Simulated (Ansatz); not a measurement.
# Direct or indirect: KBr (Fm-3m)

```
Br K
1.0
     0.00000    3.30000    3.30000
     3.30000    0.00000    3.30000
     3.30000    3.30000    0.00000
Br K
1 1
Direct
  0.50000 0.50000 0.50000
  0.00000 0.00000 0.00000
```

Method: Ansatz, PBE, independent particles, without spin-orbit coupling, line width 0.15 eV (Gaussian). The band structure gives a fundamental gap of 4.44 eV. The spectrum of vertical transitions near the edge:

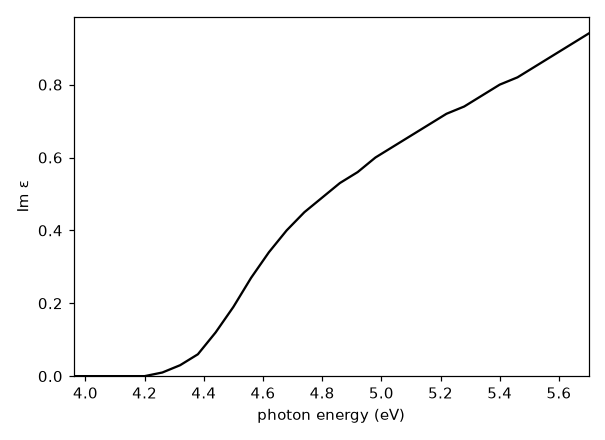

Task: Is the gap direct or indirect, and about where do vertical transitions set in?

Result: Direct: the band path has its least direct gap at the fundamental one, 4.44 eV, and the curves rise from there. Lines are broadened by 0.15 eV, which spreads the edge.

[Logs are printed without paths, hosts, clocks, repeated set-up lines and the standing remarks that a program may print on its own settings, such as how far it seeks lower states.]
